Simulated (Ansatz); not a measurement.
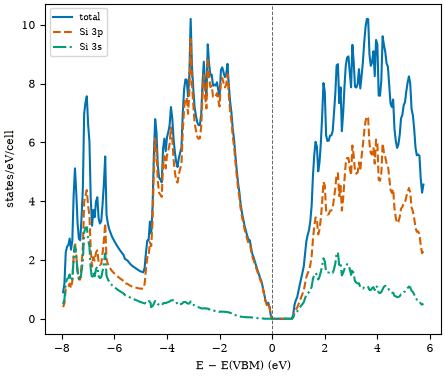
Total and projected density of states of Si in space group P6_3/mmc (No. 194; Si on 4e, Si on 4f, Si on 4f), r²SCAN in the plane-wave PAW code Ansatz

Q: Which orbitals carry the states next to the gap?

A: Top 1 eV of the valence band: Si 3p 96 %. Bottom 1 eV of the conduction band: Si 3p 55 %, Si 3s 29 %, outside the projected shells 16 %. Projections are on Löwdin-orthogonalised atomic valence shells; empty p or d shells of many metals are not among them.

Q: Where is the tallest occupied peak in this window, and what makes it?

A: Near -3.1 eV, about 10 states/eV per cell; the largest projected share is Si 3p.

The start of the workflow was typed in or built on a structure type; the Crystallography Open Database copy checked does not list it. It is not the phase usual at ambient conditions (space group No. 227). The r²SCAN relaxation kept the symmetry of its start; whether a distortion lowers the energy is not shown.

Potentials: the later of the program's two PAW sets.
